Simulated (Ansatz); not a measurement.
C2H2O (oxirene): where methods fail along a bond

C2H2O has 5 atoms, charge 0, and is taken as a singlet. SMILES: `C1=CO1`. Geometry: relaxed at PBE0-D4/def2-TZVP.

```xyz
5

C    -0.5508   -0.1800   -0.2817
C     0.4605    0.4138    0.1783
O     0.4012   -1.0385    0.4590
H    -1.4792   -0.3750   -0.7797
H     1.1683    1.1796    0.4241
```

The C2–H5 distance is scanned; the parts on either side stay rigid. Basis STO-3G, 3 core orbitals frozen in the correlated methods; program Ansatz 0.2.0. FCI is exact within this basis and core. Energies in eV from each method's value at 1.071 Å; methods without a U are spin-restricted. The shape above is that at 1.071 Å.

| distance (Å) | PBE0 | B3LYP | wB97X | MP2 | CCSD | FCI |
| --- | --- | --- | --- | --- | --- | --- |
| 1.071 | 0.00 | 0.00 | 0.00 | 0.00 | 0.00 | 0.00 |
| 1.339 | 0.90 | 0.86 | 0.92 | 0.91 | 0.81 | 0.79 |
| 1.607 | 2.67 | 2.55 | 2.74 | 2.73 | 2.44 | 2.38 |
| 2.143 | 5.84 | 5.54 | 6.15 | 5.86 | 4.93 | 4.69 |

Departure from the FCI curve at its largest: PBE0 +1.15 eV at 2.14 Å; B3LYP +0.85 eV at 2.14 Å; wB97X +1.46 eV at 2.14 Å; MP2 +1.17 eV at 2.14 Å; CCSD +0.24 eV at 2.14 Å. Restricted functionals keep the electrons paired too, and rise too high.

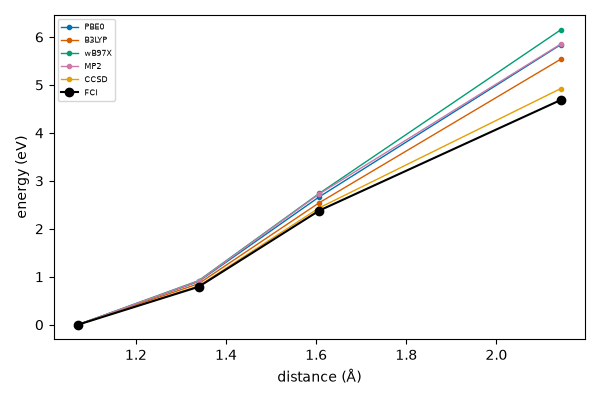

The curves of the table.
